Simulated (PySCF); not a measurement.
The calculation's input:

```
{"job": {"kind": "epr", "basis": "pcH-1"}, "charge": 0, "multiplicity": 2}
F      2.434676    -0.244204    -1.189677
C      1.809324     0.142102    -0.047777
F      1.191365     1.341535    -0.365200
C      0.866635    -0.869691     0.417767
C     -0.410054    -0.999308     0.483042
Si    -1.680546     0.333228    -0.137281
H      2.588015     0.378679     0.696249
H     -0.867142    -1.887098     0.892690
H     -1.550696     1.492422     0.739597
H     -1.393410     0.634269    -1.533901
H     -2.982744    -0.319264     0.018527
```

Command:

```sh
OMP_NUM_THREADS=1 python probes_run.py task.json out
```

Geometry: GFN2-xTB.

Computed with UKS B3LYP, pcH-1 on C F H Si, non-relativistic, mean-field spin-orbit, GIAO (PySCF 2.14.0, density-fitted response routines).

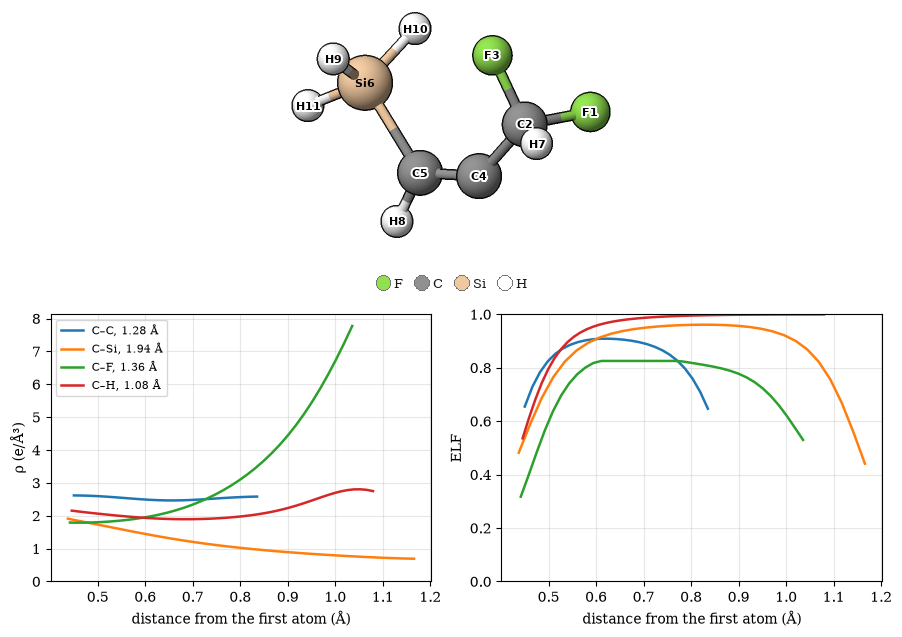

C$_{3}$H$_{5}$F$_{2}$Si (SMILES FC(F)/[C]=C\[SiH3]) (doublet). Electron density and ELF along straight lines between neighbouring atoms. The curves leave out the atomic cores. The structure is drawn too.

**What kind of bonding do the profiles show?**

C–C (1.28 Å): ρ at the midpoint is about 2.5 e/Å³; the ELF peaks at about 0.90 between the atoms; a multiple bond.
C–Si (1.94 Å): ρ at the midpoint is about 0.82 e/Å³; the ELF peaks at about 0.95 between the atoms, as expected for localised, covalent bonding.
C–F (1.36 Å): the density is about 2.2 e/Å³ at the midpoint, with its minimum of 1.8 e/Å³ about 0.5 Å from C; the ELF peaks at about 0.85 between the atoms: a polar covalent bond.
C–H (1.08 Å): the density is about 2 e/Å³ at the midpoint; the ELF climbs to about 1 towards the hydrogen, as it does in any bond to H: a covalent bond by its length.
